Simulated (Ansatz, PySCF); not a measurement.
GeH4 (SMILES [GeH4]) and CH2O2 (SMILES O=CO) are pulled apart as rigid monomers along the line of their centres of mass, from the B3LYP-D3(BJ)/def2-TZVP minimum. Starting geometry (charge 0, multiplicity 1):
```json
[
 {"atom": "Ge", "x (Å)": "-0.2849", "y (Å)": "0.1427", "z (Å)": "0.1368"},
 {"atom": "H", "x (Å)": "-0.8139", "y (Å)": "-0.2185", "z (Å)": "-1.2618"},
 {"atom": "H", "x (Å)": "-0.6826", "y (Å)": "1.5760", "z (Å)": "0.4963"},
 {"atom": "H", "x (Å)": "1.2322", "y (Å)": "-0.0508", "z (Å)": "0.1921"},
 {"atom": "H", "x (Å)": "-0.9535", "y (Å)": "-0.8310", "z (Å)": "1.1351"},
 {"atom": "O", "x (Å)": "0.8459", "y (Å)": "0.9097", "z (Å)": "3.1948"},
 {"atom": "C", "x (Å)": "0.4223", "y (Å)": "0.2471", "z (Å)": "4.1002"},
 {"atom": "O", "x (Å)": "-0.4506", "y (Å)": "-0.7614", "z (Å)": "3.9804"},
 {"atom": "H", "x (Å)": "0.6960", "y (Å)": "0.3803", "z (Å)": "5.1546"},
 {"atom": "H", "x (Å)": "-0.6754", "y (Å)": "-0.8563", "z (Å)": "3.0360"}
]
```

Interaction energies with rigid monomers; basis-set methods are counterpoise corrected unless marked otherwise.

Rows in 6-31G* carry no dispersion term and start afresh at each structure (6-31G* with six Cartesian d functions); the Pople sets are all-electron and without relativity. MP2/6-31G* freezes PySCF's default core, which leaves 3d correlated.

Codes used: Ansatz (an electronic-structure program); PySCF for 6-31G* rows, the dispersion terms. 

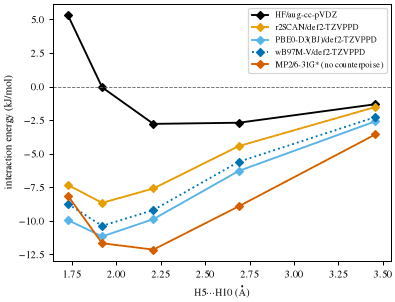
Interaction energy against separation

Question: Which level binds most strongly at H5···H10 = 1.92, and by how much?

Answer: MP2/6-31G* (no counterpoise), -12 kJ/mol.
